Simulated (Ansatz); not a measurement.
# CH7FNPSi: vertical spin-state energies, by script

Which spin state of CH7FNPSi lies lowest at this geometry? Wanted for CH7FNPSi: vertical spin-state energies.

All numbers are computed with Ansatz 0.2.0 through its Python package. Level of theory: B3LYP/cc-pVDZ.

## 1. Starting point

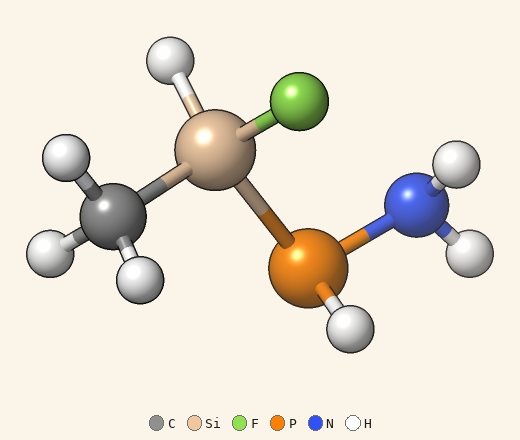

The starting structure, viewed from a chosen angle; carbon grey, silicon light orange, fluorine green, phosphorus orange, nitrogen blue, hydrogen white.

No structure file is read: the coordinates are typed or built in the script.

## 2. Script

spin_ch7fnpsi.py

```python
"""Vertical spin-state energies of CH7FNPSi."""

import ansatz as az

GEOMETRY = """
C    -1.55930    0.56710    1.26650
Si    0.09250    0.61610    0.55720
F     1.01440   -0.27080    1.48210
P     0.14790   -0.35670   -1.47360
N     1.73070   -0.60030   -1.84120
H    -2.00280   -0.38940    1.33860
H    -2.27230    1.18750    0.63290
H    -1.58660    1.07290    2.24840
H     0.65150    2.01010    0.49450
H    -0.25090   -1.66930   -0.99810
H     1.85780   -1.17750   -2.62690
H     2.25390   -1.04480   -1.04640
"""

ch7fnpsi = az.Crystal.molecule()
for line in GEOMETRY.strip().splitlines():
    symbol, *xyz = line.split()
    ch7fnpsi = ch7fnpsi.atom(symbol, [float(v) for v in xyz])

setup = (
    ch7fnpsi.calculation()
    .basis(gaussian="cc-pVDZ")
    .functional("b3lyp")
)
found = {}
for unpaired in [0, 2]:
    data = setup.spin("collinear", total=unpaired).run().report
    s = unpaired / 2
    found[unpaired] = data["free_energy_ev"]
    print(f"2S+1 = {unpaired + 1}: E = {found[unpaired]:.5f} eV, <S^2> = {abs(data['mean_field']['state']['spin_squared']):.3f} (pure state {s * (s + 1):.2f})")
lowest = min(found, key=found.get)
for unpaired, e in found.items():
    print(f"multiplicity {unpaired + 1}: {23.060548 * (e - found[lowest]):.1f} kcal/mol above the lowest")
```

## 3. The input behind the calls

The package turns the script's settings into the engine's input (first run):

```yaml
crystal:
  periodic: [false, false, false]
  atoms:
    - { symbol: C, position_ang: [-1.5593, 0.5671, 1.2665] }
    - { symbol: Si, position_ang: [0.0925, 0.6161, 0.5572] }
    - { symbol: F, position_ang: [1.0144, -0.2708, 1.4821] }
    - { symbol: P, position_ang: [0.1479, -0.3567, -1.4736] }
    - { symbol: "N", position_ang: [1.7307, -0.6003, -1.8412] }
    - { symbol: H, position_ang: [-2.0028, -0.3894, 1.3386] }
    - { symbol: H, position_ang: [-2.2723, 1.1875, 0.6329] }
    - { symbol: H, position_ang: [-1.5866, 1.0729, 2.2484] }
    - { symbol: H, position_ang: [0.6515, 2.0101, 0.4945] }
    - { symbol: H, position_ang: [-0.2509, -1.6693, -0.9981] }
    - { symbol: H, position_ang: [1.8578, -1.1775, -2.6269] }
    - { symbol: H, position_ang: [2.2539, -1.0448, -1.0464] }
basis:
  gaussian:
    orbitals: cc-pVDZ
hamiltonian:
  xc: b3lyp
magnetization:
  spin_polarized: true
  initial_magnetization: 0.0
```

## 4. Launch

Command:

```console
python spin_ch7fnpsi.py
```

The program printed:

```text
2S+1 = 1: E = -22526.74041 eV, <S^2> = 0.000 (pure state 0.00)
2S+1 = 3: E = -22521.99600 eV, <S^2> = 2.003 (pure state 2.00)
multiplicity 1: 0.0 kcal/mol above the lowest
multiplicity 3: 109.4 kcal/mol above the lowest
```

Run time: 28 s. Hardware: 1 thread of Arm Neoverse V1, shared host; peak memory 0.4 GiB.

## 5. What changed from run to run

The engine's inputs for the other runs:

Run 2, against run 1:

```diff
@@ -23 +23 @@
-  initial_magnetization: 0.0
+  initial_magnetization: 2.0
```

## 6. The engine's runs

From the records of these 2 runs:

| run | 2S+1 | energy from run 1 (eV) | <S²> | SCF cycles | CPU time (s) |
| --- | --- | --- | --- | --- | --- |
| 1 | 1 | 0.0000 | 0.00 | 18 | 9.9 |
| 2 | 3 | 4.7444 | 2.00 | 40 | 17 |

## 7. Results

```
        quantity             value
   runs compared                 2
          lowest  run 1 (2S+1 = 1)
next above it by          4.744 eV
```

What this shows: In order: multiplicity 1 (+0.00 eV) and multiplicity 3 (+4.74 eV), all at the one geometry. The geometry is a force-field or estimated start, not a minimum of this method, and the basis set is short of its limit. All parts are taken at fixed geometry, without zero-point energy. b3lyp holds the VWN-RPA fit, as in Gaussian; the form of ORCA and Turbomole is b3lyp5.
